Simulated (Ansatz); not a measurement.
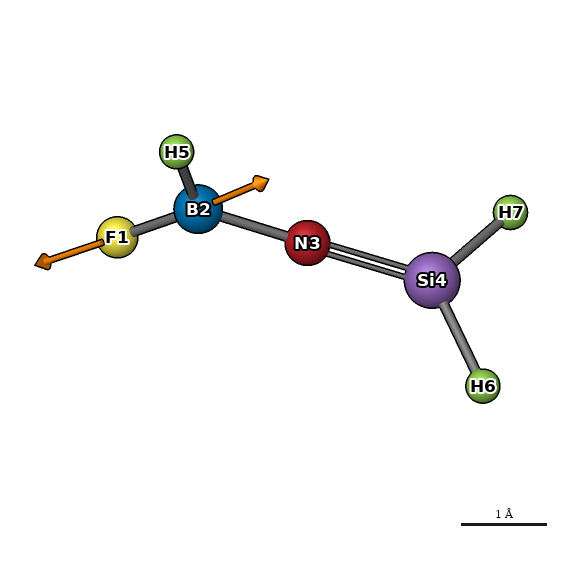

Arrows show the forces on the atoms, 0.2 Å of arrow for 1 eV/Å; forces under a tenth of the largest aren't drawn. Level of theory: r2SCAN-D4/def2-TZVPP (Ansatz 0.2.0).

**On which atom is the force largest, and how large is it?**

On F1: 5.25 eV/Å.

**Along which bond is the force strongest?**

F1–B2, now 1.245 Å: the forces push its atoms apart, so a first step downhill lengthens it.

List the force components in the frame of the picture (x right, y up, z towards the viewer), in eV/Å.

| atom | Fx | Fy | Fz |
| --- | --- | --- | --- |
| F1 | −4.06 | −1.37 | −3.04 |
| B2 | 3.27 | 1.38 | 2.87 |
| N3 | 0.43 | −0.03 | 0.06 |
| Si4 | 0.18 | −0.05 | −0.03 |
| H5 | 0.15 | 0.07 | 0.14 |
| H6 | 0.01 | 0.00 | −0.01 |
| H7 | 0.01 | −0.01 | 0.00 |
